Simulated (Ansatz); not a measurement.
## Electronic structure of H4InNSi···HCl in real space

Input file:

```
crystal:
  periodic: [false, false, false]
  atoms:
    - {symbol: In, position_ang: [-1.080177, -0.973375, -2.218411]}
    - {symbol: Si, position_ang: [0.776240, -0.093539, 0.765057]}
    - {symbol: N, position_ang: [0.357905, -0.974425, -0.626848]}
    - {symbol: H, position_ang: [-1.361024, 1.401354, 0.017293]}
    - {symbol: Cl, position_ang: [-2.274708, 1.650858, -0.885333]}
    - {symbol: H, position_ang: [-0.275593, 0.962278, 1.000101]}
    - {symbol: H, position_ang: [2.059719, 0.667105, 0.694637]}
    - {symbol: H, position_ang: [0.810285, -0.882015, 2.032527]}
    - {symbol: H, position_ang: [0.987355, -1.758141, -0.779021]}
basis:
  gaussian: {orbitals: def2-TZVPP}
hamiltonian: {xc: pbe0, dispersion: d4}
output: {orbitals: {seedname: orbitals}}
```

Command:

```sh
ansatz run in.yaml --threads 4 --pin off --events-out ev --progress --plain --max-ram 9574MiB
```

The product side of a reaction path; geometry: PBE0-D4/def2-TZVP; core potentials replace the inner electrons of In.

Theory: RKS PBE0-D4/def2-TZVPP (Ansatz 0.2.0).

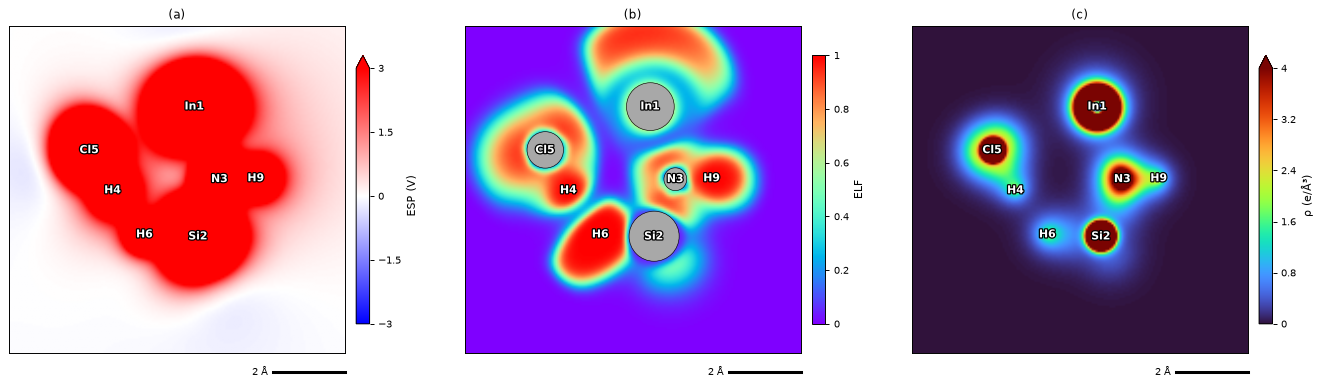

Figure 1. (a) molecular electrostatic potential; (b) ELF; (c) electron density on the plane of atoms Si2, N3 and H9. Grey discs cover the atomic cores in the ELF map.

### Describe what can be read from this map.

Atoms in the plane: In, Si, N, H and Cl.
H4···H6 (1.53 Å): the density falls to about 0.23 e/Å³ on the way; the ELF dips to about 0.25 between them.
Si–N (1.70 Å): ρ at the midpoint is about 1.2 e/Å³; the ELF peaks at about 0.90 between the atoms: a polar covalent bond.
In–N (2.15 Å): the density is about 0.59 e/Å³ at the midpoint; the ELF peaks at about 0.85 in the valence shell of N, 0.6 Å from its nucleus, and drops to about 0.15 between the two atoms.
N–H (1.02 Å): ρ is about 2.8 e/Å³ halfway; the ELF climbs to about 1 towards the hydrogen, as it does in any bond to H: a covalent bond by its length.
Cl–H (1.31 Å): ρ is about 1.9 e/Å³ halfway; the ELF climbs to about 1 towards the hydrogen (an ordinary covalent bond to hydrogen).
The ELF also peaks beside Cl5, away from the bonds: lone-pair regions.
The potential has no marked negative region in this plane.

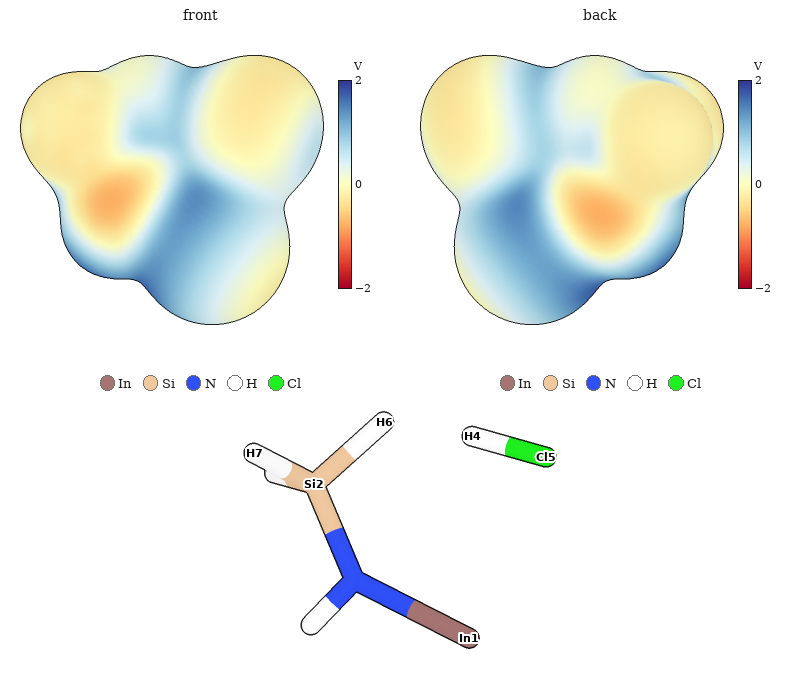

Figure 2. The electrostatic potential painted on the density surface at 0.002 e/bohr³, seen from the front and from behind; red is negative and blue positive. The bare structure is drawn below in the same view.

### Describe the electrostatic potential map.

The most negative region (about −0.8 V) lies over N3, the most positive (about +1.7 V) over In1 and H9. Cl5 shows a σ-hole: about +0.6 V at the tip opposite its bond, against about 0.0 V on its flanks.

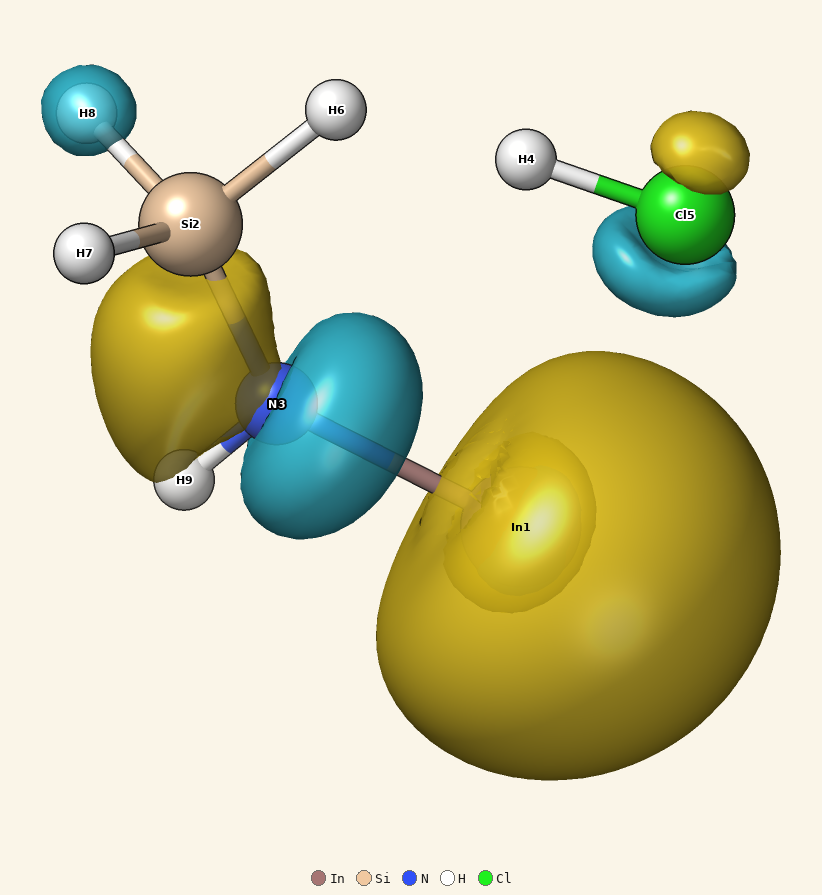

Figure 3. One frontier orbital at ±0.1 Å⁻³ᐟ² (yellow and cyan are the two phases), seen at a tilt.

### Which orbital is it: HOMO or LUMO?

The HOMO, at −6.64 eV. It lies mainly on In1 (about 70 %) and N3 (about 20 %).
